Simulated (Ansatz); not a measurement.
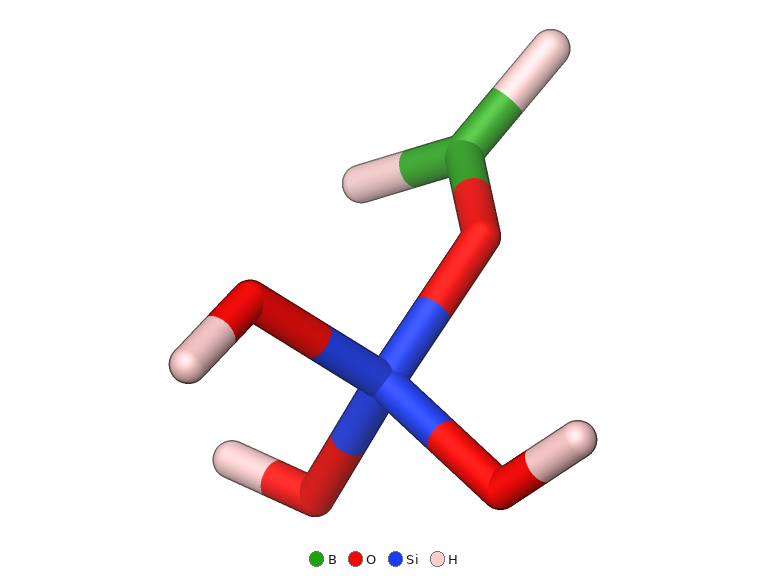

The picture shows the input geometry.

Ansatz 0.2.0 input:

```yaml
crystal:
  periodic: [false, false, false]
  atoms:
    - {symbol: B, position_ang: [0.808611, -1.615688, 0.995780]}
    - {symbol: O, position_ang: [0.909160, -0.620763, 0.095116]}
    - {symbol: Si, position_ang: [-0.119959, 0.586526, -0.336128]}
    - {symbol: O, position_ang: [-1.009337, 1.147153, 0.901855]}
    - {symbol: O, position_ang: [0.739889, 1.872971, -0.820318]}
    - {symbol: O, position_ang: [-1.027094, -0.088640, -1.512262]}
    - {symbol: H, position_ang: [1.716907, -2.391695, 1.090559]}
    - {symbol: H, position_ang: [-0.175109, -1.714033, 1.684923]}
    - {symbol: H, position_ang: [-1.689062, 0.570871, 1.252872]}
    - {symbol: H, position_ang: [1.528892, 1.704996, -1.336403]}
    - {symbol: H, position_ang: [-1.617500, 0.491201, -1.995395]}
basis:
  gaussian: {orbitals: cc-pVDZ}
hamiltonian: {xc: {name: r2SCANh}}
```

Command:

```sh
ansatz run in.yaml --threads 4 --pin off --events-out ev --progress --plain --max-ram 10444MiB
```

Result:

```
Functional definition: r2SCANh
  name "r2SCANh"
  cite "Bursch, Neugebauer, Ehlert & Grimme, J. Chem. Phys. 156, 134105 (2022) doi:10.1063/5.0086040"
  cite "Furness, Kaplan, Ning, Perdew & Sun, J. Phys. Chem. Lett. 11, 8208 (2020) doi:10.1021/acs.jpclett.0c02405"
  cite "Furness, Kaplan, Ning, Perdew & Sun, J. Phys. Chem. Lett. 11, 9248 (2020) doi:10.1021/acs.jpclett.0c03077"
  parent r2scan
  parameter a = 0.1
  parameter k0 = 0.174
  parameter k1 = 0.065
  parameter a1 = 4.9479
  exchange = (1 - a)*r2scan_x(k0 = k0, k1 = k1, a1 = a1) + a*exact_x
  correlation = r2scan_c
1222 factors; their error is unknown
mean field evaluation 1: about -16811.5953 eV, gradient 8.5e1 eV
mean field evaluation 2: about -16798.5637 eV, gradient 1.2e2 eV
mean field evaluation 4: about -16823.5628 eV, gradient 5.2e0 eV
mean field evaluation 8: about -16823.6150 eV, gradient 1.1e-1 eV
mean field evaluation 16: about -16823.5883 eV, gradient 5.6e-5 eV
mean field -16823.58834568 eV, -618.2554682658 hartree, gradient 5.6e-5 eV, S^2 0.000000; 0 other end points of the search recorded, 0 dependent functions left out
reference -16823.58835572 eV, -618.2554686351 hartree; 28, 28 occupied and 85, 85 virtual orbitals, 1222 factors
Total energy: -16823.58835572 eV, -618.2554686351 hartree
```

The run converged.
